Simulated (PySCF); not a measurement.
Vertical excitations of a molecule C₄H₇FO from TDA-PBE0/def2-SVPD (PySCF), as energy in eV (oscillator strength): 5.91 (0.028), 6.75 (0.000), 7.06 (0.001), 7.40 (0.291), 7.43 (0.004), 7.81 (0.007), 7.89 (0.143), 8.12 (0.017), 8.60 (0.000), 8.78 (0.003). Lowest triplet (TDA): 4.31 eV. The structure is a stationary point at B3LYP-D3(BJ)/def2-SVP. One conformer was computed; it need not be the lowest.

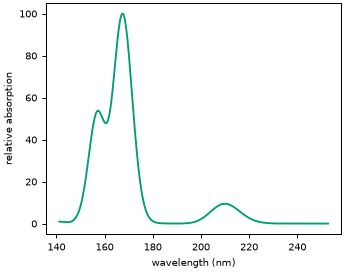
Figure: The lines broadened by 0.4 eV.

### Question
Which structure fits?
A) OCC/C=C\F
B) C=C(F)CCO
C) CCO/C=C\F
D) C[C@@H]1OC[C@@H]1F

### Answer
C, CCO/C=C\F
